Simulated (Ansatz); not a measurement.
**C₂H₉NSi₂: basis-set convergence**

Aim: see how fast density functionals converge with the basis set for C₂H₉NSi₂.

Method: one geometry, several basis sets; program: Ansatz 0.2.0, Gaussian basis.

The runs, in order: PBE0-D4/def2-SVP; ωB97M-V/def2-SVP; PBE0-D4/def2-QZVPP; ωB97M-V/def2-QZVPP; the functionals' def2-TZVPP values are taken from earlier runs.

### Step 1. The relaxed structure

The geometry comes from an earlier relaxation with PBE0-D4 in a triple-zeta def2 set; it is a stationary point, not always the lowest conformer.

SMILES `N[Si]1([SiH3])CC1`, 14 atoms, charge 0, spin multiplicity 1.

Atoms are counted from 1 here; the program's logs count them from 0.

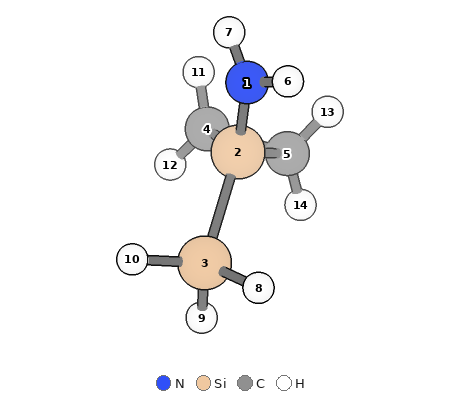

The geometry (nitrogen blue, silicon light orange, carbon grey, hydrogen white); atoms are numbered from 1 in the order of the file.

### Step 2. PBE0-D4 in def2-SVP

The input, in.yaml:

```yaml
crystal:
  periodic: [false, false, false]
  atoms:
    - {symbol: N, position_ang: [-1.196588, 1.630771, 0.373100]}
    - {symbol: Si, position_ang: [-0.180349, 0.285102, 0.066281]}
    - {symbol: Si, position_ang: [1.371076, -0.178664, 1.724318]}
    - {symbol: C, position_ang: [-0.880211, -1.109794, -0.918317]}
    - {symbol: C, position_ang: [0.211480, -0.294163, -1.651715]}
    - {symbol: H, position_ang: [-0.842620, 2.572734, 0.368311]}
    - {symbol: H, position_ang: [-2.175371, 1.596987, 0.142982]}
    - {symbol: H, position_ang: [2.273266, 0.983709, 1.956685]}
    - {symbol: H, position_ang: [2.200103, -1.334646, 1.285552]}
    - {symbol: H, position_ang: [0.717855, -0.516429, 3.017913]}
    - {symbol: H, position_ang: [-1.887069, -1.015344, -1.315588]}
    - {symbol: H, position_ang: [-0.634213, -2.136487, -0.668219]}
    - {symbol: H, position_ang: [-0.132041, 0.300611, -2.492978]}
    - {symbol: H, position_ang: [1.141885, -0.813586, -1.859326]}
basis:
  gaussian: {orbitals: def2-SVP}
hamiltonian: {xc: pbe0, dispersion: d4}
output: {orbitals: {seedname: orbitals}}
```

Started as:

```bash
> ansatz run in.yaml --threads 4 --pin off --events-out ev --progress --plain --max-ram 10444MiB
```

What it wrote:

```text
Functional definition: PBE0
  name "PBE0"
  cite "Adamo & Barone, J. Chem. Phys. 110, 6158 (1999) doi:10.1063/1.478522"
  cite "Perdew, Burke & Ernzerhof, Phys. Rev. Lett. 77, 3865 (1996) doi:10.1103/PhysRevLett.77.3865"
  parent pbe
  parameter a = 0.25
  parameter kappa = 0.804
  parameter beta = 0.06672455060314922
  exchange = (1 - a)*pbe_x(kappa = kappa, mu = beta*pi^2/3) + a*exact_x
  correlation = pbe_c(beta = beta)
1402 factors; their error is unknown
mean field evaluation 1: about -19436.2804 eV, gradient 6.7e1 eV
mean field evaluation 2: about -19426.3741 eV, gradient 8.9e1 eV
mean field evaluation 4: about -19446.7593 eV, gradient 3.9e0 eV
mean field evaluation 8: about -19446.7979 eV, gradient 3.5e-2 eV
mean field evaluation 16: about -19446.8814 eV, gradient 3.3e-5 eV
mean field -19446.88137188 eV, -714.6597088470 hartree, gradient 3.3e-5 eV, S^2 0.000000; 0 other end points of the search recorded, 0 dependent functions left out
reference -19446.88140432 eV, -714.6597100391 hartree; 28, 28 occupied and 95, 95 virtual orbitals, 1402 factors
Total energy: -19447.15764329 eV, -714.6698616339 hartree
```

Run time: 1.4 s. Hardware: 4 threads of Arm Neoverse V1, shared host; peak memory 0.3 GiB.

### Step 3. ωB97M-V in def2-SVP

Edit in.yaml of step 2 so:

```diff
@@ -19,3 +19,3 @@
   gaussian: {orbitals: def2-SVP}
-hamiltonian: {xc: pbe0, dispersion: d4}
+hamiltonian: {xc: {name: wB97M-V}}
 output: {orbitals: {seedname: orbitals}}
```

Same command.

What it wrote, cut to the lines that bear on the results:

```text
Functional definition: wB97M-V
  name "wB97M-V"
  cite "Mardirossian & Head-Gordon, J. Chem. Phys. 144, 214110 (2016) doi:10.1063/1.4952647"
  cite "Becke, J. Chem. Phys. 107, 8554 (1997) doi:10.1063/1.475007"
  cite "Vydrov & Van Voorhis, J. Chem. Phys. 133, 244103 (2010) doi:10.1063/1.3521275"
  # Of w^i u^j: cxij and so on, Table III.
[...]
  gx(w, u) = 1 - cx + cx01*u + cx10*w
  gss(w, u) = css00 + css04*u^4 + css10*w + css20*w^2 + css43*w^4*u^3
  gos(w, u) = cos00 + cos10*w + (cos20 + cos21*u)*w^2 + (cos60 + cos61*u)*w^6
[...]
      + integral(e_c_pw_mod_opposite_spin*gos(b97_w_opposite, b97_u_opposite)) + vv10(b, c)
1402 factors; their error is unknown
414 factors; integrals over basis functions are off by at most 6.9e-6 eV
[...]
mean field -19454.50000778 eV, -714.9396885523 hartree, gradient 2.9e-5 eV, S^2 0.000000; 0 other end points of the search recorded, 0 dependent functions left out
reference -19454.50005753 eV, -714.9396903805 hartree; 28, 28 occupied and 95, 95 virtual orbitals, 1402 factors
Total energy: -19454.50005753 eV, -714.9396903805 hartree
```

Run time: 6 s. Hardware: 4 threads of Arm Neoverse V1, shared host; peak memory 0.42 GiB.

### Step 4. PBE0-D4 in def2-QZVPP

Edit in.yaml of step 3 so:

```diff
@@ -18,4 +18,4 @@
 basis:
-  gaussian: {orbitals: def2-SVP}
-hamiltonian: {xc: {name: wB97M-V}}
+  gaussian: {orbitals: "def2-QZVPP.json"}
+hamiltonian: {xc: pbe0, dispersion: d4}
 output: {orbitals: {seedname: orbitals}}
```

Launched as before.

What it wrote:

```text
Functional definition: PBE0
  name "PBE0"
  cite "Adamo & Barone, J. Chem. Phys. 110, 6158 (1999) doi:10.1063/1.478522"
  cite "Perdew, Burke & Ernzerhof, Phys. Rev. Lett. 77, 3865 (1996) doi:10.1103/PhysRevLett.77.3865"
  parent pbe
  parameter a = 0.25
  parameter kappa = 0.804
  parameter beta = 0.06672455060314922
  exchange = (1 - a)*pbe_x(kappa = kappa, mu = beta*pi^2/3) + a*exact_x
  correlation = pbe_c(beta = beta)
1845 factors; their error is unknown
mean field evaluation 1: about -19442.3010 eV, gradient 8.4e1 eV
mean field evaluation 2: about -19420.5704 eV, gradient 1.2e2 eV
mean field evaluation 4: about -19457.3752 eV, gradient 7.1e0 eV
mean field evaluation 8: about -19457.4982 eV, gradient 2.6e-1 eV
mean field evaluation 16: about -19457.4983 eV, gradient 5.8e-5 eV
mean field -19457.49826299 eV, -715.0498723988 hartree, gradient 5.8e-5 eV, S^2 0.000000; 0 other end points of the search recorded, 0 dependent functions left out
reference -19457.49831180 eV, -715.0498741927 hartree; 28, 28 occupied and 553, 553 virtual orbitals, 1845 factors
Total energy: -19457.77455077 eV, -715.0600257875 hartree
```

Wall time 14 s (4 threads of Arm Neoverse V1, shared host); peak memory 2.6 GiB.

### Step 5. ωB97M-V in def2-QZVPP

Edit in.yaml of step 4 so:

```diff
@@ -19,3 +19,3 @@
   gaussian: {orbitals: "def2-QZVPP.json"}
-hamiltonian: {xc: pbe0, dispersion: d4}
+hamiltonian: {xc: {name: wB97M-V}}
 output: {orbitals: {seedname: orbitals}}
```

Launched as before.

What it wrote, cut to the lines that bear on the results:

```text
Functional definition: wB97M-V
  name "wB97M-V"
  cite "Mardirossian & Head-Gordon, J. Chem. Phys. 144, 214110 (2016) doi:10.1063/1.4952647"
  cite "Becke, J. Chem. Phys. 107, 8554 (1997) doi:10.1063/1.475007"
  cite "Vydrov & Van Voorhis, J. Chem. Phys. 133, 244103 (2010) doi:10.1063/1.3521275"
  # Of w^i u^j: cxij and so on, Table III.
[...]
  gx(w, u) = 1 - cx + cx01*u + cx10*w
  gss(w, u) = css00 + css04*u^4 + css10*w + css20*w^2 + css43*w^4*u^3
  gos(w, u) = cos00 + cos10*w + (cos20 + cos21*u)*w^2 + (cos60 + cos61*u)*w^6
[...]
      + integral(e_c_pw_mod_opposite_spin*gos(b97_w_opposite, b97_u_opposite)) + vv10(b, c)
1805 factors; their error is unknown
483 factors; integrals over basis functions are off by at most 9.9e-6 eV
[...]
mean field -19465.31866266 eV, -715.3372667857 hartree, gradient 6.0e-5 eV, S^2 0.000000; 0 other end points of the search recorded, 0 dependent functions left out
reference -19465.31874030 eV, -715.3372696391 hartree; 28, 28 occupied and 553, 553 virtual orbitals, 1805 factors
Total energy: -19465.31874030 eV, -715.3372696391 hartree
```

It took 32 s on 4 threads of Arm Neoverse V1, shared host; peak memory 2.9 GiB.

### Step 6. Functionals by basis

The def2-TZVPP values come from earlier runs at the same geometry.

```tsv
functional	basis	functions	energy (eV)	from the largest (eV)	HOMO (eV)	LUMO (eV)
PBE0-D4	def2-SVP	123	-19447.1576	10.617	-6.31	0.37
PBE0-D4	def2-TZVPP	303	-19457.0213	0.753	-6.40	0.04
PBE0-D4	def2-QZVPP	581	-19457.7746	0.000	-6.43	-0.06
ωB97M-V	def2-SVP	123	-19454.5001	10.819	-8.45	2.22
ωB97M-V	def2-TZVPP	303	-19464.6092	0.710	-8.56	1.72
ωB97M-V	def2-QZVPP	581	-19465.3187	0.000	-8.58	1.38
```

### Step 7. What came out

```
                                       quantity           value
PBE0-D4: double and triple zeta above quadruple  10.62, 0.75 eV
ωB97M-V: double and triple zeta above quadruple  10.82, 0.71 eV
```

PBE0-D4 gains 9.86 eV from double to triple zeta, then 0.75 eV more. Total energies overstate the basis error of differences, where much of it tends to cancel. The LUMO of ωB97M-V is positive and keeps falling with the basis (2.22 to 1.38 eV): an unbound level that the basis holds in place.

For PBE0-D4 the largest set took about 9 times as long as the smallest (14 s against 1.4 s).
